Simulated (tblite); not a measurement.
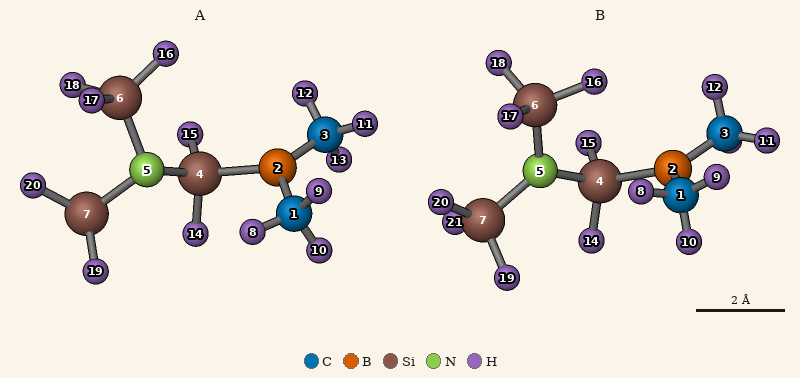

Two geometries of C2H14BNSi3, drawn at one scale. One is the start of a relaxation, the other its converged end. Style: ball-and-stick. Shown at a tilt.

Method: GFN2-xTB geometry optimisation, gas phase (tblite 0.8.0). 

### Which geometry has the lower energy?

Structure B is the relaxed one. The energy falls by 19.4 kcal/mol in 137 geometry steps. The largest move after the best rigid fit is that of H8, 1.02 Å. By element the largest moves are H 1.02 Å, N 0.59 Å, C 0.55 Å, Si 0.42 Å, B 0.19 Å. Some distances before and after: N5–Si6 1.787 → 1.735 Å, N5–Si7 1.785 → 1.738 Å, C1–H8 1.124 → 1.090 Å, C3–H12 1.126 → 1.092 Å. Bond angles that change, for instance: Si6–N5–Si7 107.7° → 121.2°, Si4–N5–Si7 107.4° → 119.4°, B2–Si4–H14 105.8° → 115.4°. Groups turn about B2–C3 by about 45°, C1–B2 by about 35°. Cost: 1.4 s on 1 thread of Arm Neoverse V1, on a shared host.
